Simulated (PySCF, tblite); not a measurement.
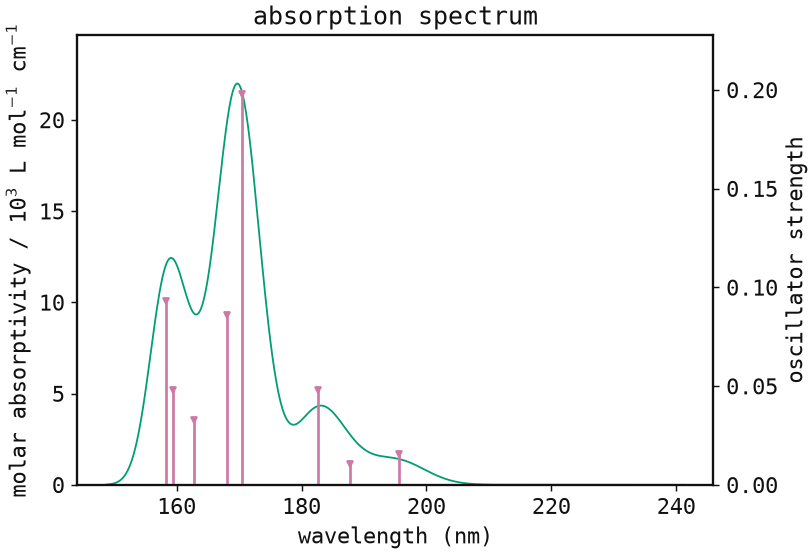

Vertical TDDFT excitations, CAM-B3LYP/def2-SVPD with PySCF 2.14.0, at a GFN2-xTB geometry (a minimum by its frequencies), gas phase. The lowest 8 singlet states are shown; each is broadened by a Gaussian of 1/e half-width 0.20 eV. Sticks give oscillator strengths (right axis).

Question: Which molecule gives this spectrum?
A. C₇H₁₀F⁺, SMILES C[C@H]1C[CH+]C=C(F)C1
B. C₅H₈BF₂⁺, SMILES C=C[C+](C)CB(F)F
C. CH₈NPSi, SMILES C[Si@@H](N)P

Answer: C. Its lowest singlet lies at 6.34 eV (f = 0.015) and the brightest of those computed is S4 at 7.27 eV (170 nm), f = 0.198, mixed, the largest part being HOMO → LUMO+1 (40 %).

Caveats: the tight-binding geometry is rougher than a DFT one and adds to the error; core orbitals are frozen in the response.
